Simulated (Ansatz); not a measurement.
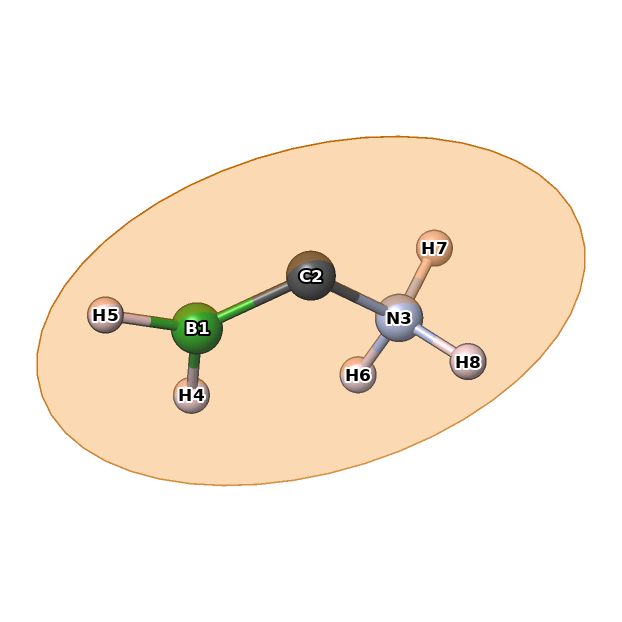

A disc through the centre of mass is drawn in. Distant atoms are faded towards the background colour. The species has charge −1 and is a spin singlet. The computed structure is the end point of a PBE0-D4/def2-TZVPD optimisation. No frequency run is at hand to confirm it as a minimum.

> Is the plane of the disc a mirror plane of the structure?

Yes. The reflection leaves B1, C2, N3, H4, H5, H6 in place and moves H7 ↔ H8. The point group is Cs.
